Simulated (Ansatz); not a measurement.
Electronic density of states of amorphous Ga24O41Ta2, density 5.33 g/cm³, on a 2×2×2 Γ-centred mesh with a Gaussian width of 0.1 eV; energies count from the Fermi level, whose place inside the gap is arbitrary. Cell and mesh are small, so fine structure isn't converged. Level of theory: PBE, scalar-relativistic without spin-orbit coupling (plane waves to 420 eV, PAW; Ansatz, a first-principles code). Sampling: a 2×2×2 Γ-centred mesh; Fermi-Dirac width 0.02 eV; no spin polarisation. At PBE the levels at the filled edge of the gap are localised (band-tail or defect states), and the nearest spread-out levels lie 2.3 eV apart at the zone centre.

Preparation: random packing, a CHGNet melt and quench, and a DFT relaxation. O atoms were pushed apart under 1.9 Å during the dynamics, to hinder bonds among them. The hot cell started wider than the set density and was brought back towards it in steps. It is the lowest in DFT energy of 2 quenches. It is a model cell: composition and starting density were chosen by hand, and all elements were melted together. No dispersion term was used. Its density started from a set value of 5.33 and ended at 5.33 g/cm³. Cooling (nominally 280 K/ps over its main leg) ran many orders faster than in experiment, which tends to leave more defects and strain. One small periodic cell is one sample of the glass; other quenches scatter about these values. The volume was held where the preparation left it and the shape relaxed, at a PBE pressure of 1.6 GPa. Stress components on the final sampling reach 1.7 GPa. On a 2×2×2 Γ-centred mesh force components of up to 0.13 eV/Å stay, since the relaxation ran on the zone centre alone.

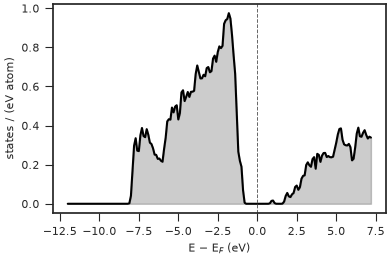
Density of states per atom

The level gap on this mesh is 1.95 eV; the broadening fills part of it in the curve.
